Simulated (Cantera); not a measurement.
Charge: 1 mol HF, 0.59 mol H₂O, 0.14 mol O₂, at 0.00180 bar.

Cantera equilibrium calculation (NASA polynomials, part measured and part estimated; ideal gas, pure solids and liquids). Candidate condensed phases: H₂O; 22 gas species. Equilibrium is a limit: real reactors are often held back by kinetics, nucleation or transport.

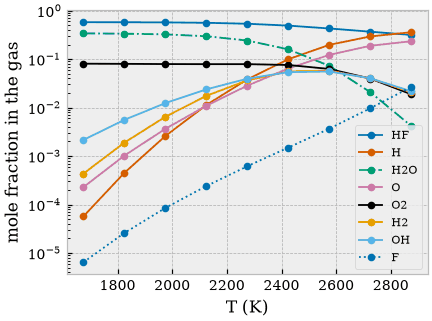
Figure. Equilibrium gas composition (values under 1e-9 drawn at 1e-9)

Q: Read off the mole fractions at 2125 K.

A: HF about 0.56, H₂O about 0.30, O₂ about 0.079, OH about 0.024, H₂ about 0.017, H about 0.011, O about 0.011, F about 0.00024.
